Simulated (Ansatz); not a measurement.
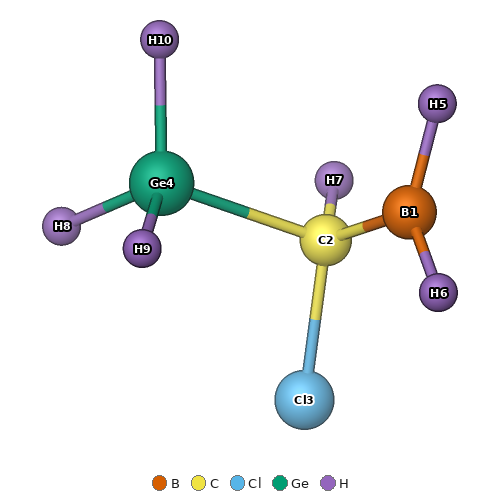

The system is CH6BClGe, SMILES B[CH](Cl)[GeH3]; the picture shows the reference structure. First axis: angle Cl3–C2–B1. Second axis: angle H8–Ge4–H10. Nothing is relaxed (all other coordinates rigid). Grid: 9 × 9 points. Points are written as (first, second). Energies: kJ/mol, counted from the lowest grid point. These are results of RKS PBE-D4/def2-SVP in Ansatz, not measurements.

Its coordinates:

| atom | x (Å) | y (Å) | z (Å) |
| --- | --- | --- | --- |
| B | 0.1541 | 1.3879 | -0.5374 |
| C | 0.8731 | 0.0587 | -0.3156 |
| Cl | 2.1906 | -0.0247 | 0.9128 |
| Ge | -0.7168 | -0.9725 | 0.4480 |
| H | -0.5879 | 1.4737 | -1.5010 |
| H | 0.2148 | 2.2900 | 0.2727 |
| H | 1.1616 | -0.5400 | -1.2014 |
| H | -0.0951 | -2.2928 | 0.9577 |
| H | -1.3416 | -0.1841 | 1.6226 |
| H | -1.7696 | -1.2473 | -0.6555 |

Range: angle Cl3–C2–B1 from 73.9 to 163.9°; angle H8–Ge4–H10 from 85.9 to 135.9°.

What will the energy surface look like?

The lowest grid point is at (118.9°, 110.9°). No other kind of well shows on this grid. The highest grid point, (73.9°, 135.9°), lies 405 kJ/mol above the lowest. Round the minimum the two coordinates are nearly uncoupled.

```tsv
angle H8–Ge4–H10 ↓, angle Cl3–C2–B1 →	73.9	85.1	96.4	107.6	118.9	130.1	141.4	152.6	163.9
135.9	405	201	97	48	34	50	96	173	281
129.6	388	186	82	33	19	34	79	154	262
123.4	376	175	72	23	9	23	67	140	248
117.1	367	167	65	17	2	16	58	130	236
110.9	363	164	63	14	0	13	55	125	229
104.6	363	166	65	17	2	15	56	125	227
98.4	368	171	71	23	9	22	61	129	230
92.1	377	181	82	34	20	33	72	139	238
85.9	391	196	97	50	36	49	87	153	251
```

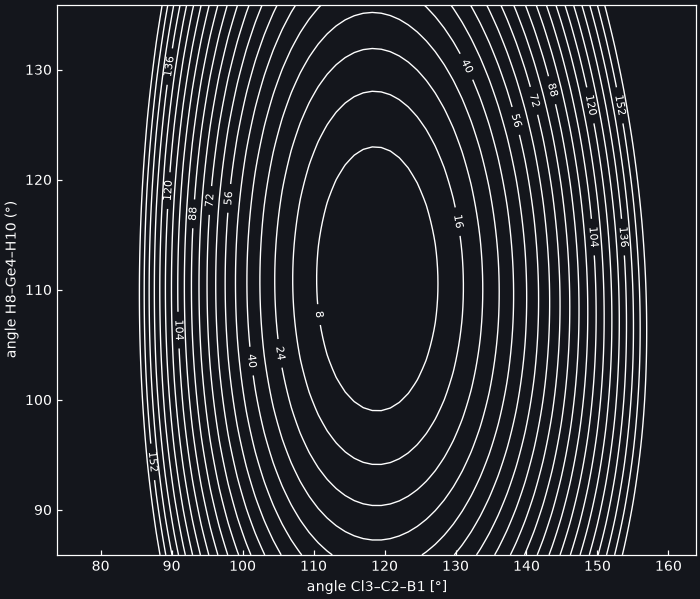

Drawn: contour lines labelled in kJ/mol (none above 160). Between grid points the surface is interpolated.

Each point was launched as `ansatz run input.yaml --threads 1 --pin off --max-ram 2560MiB --backend cpu --events-out ev --progress --plain --runs-dir out`. Time for the 81 points that were run: 18 min on 1 thread of Intel(R) Xeon(R) Processor @ 2.50GHz (Skylake/Cascade Lake), on a shared host.
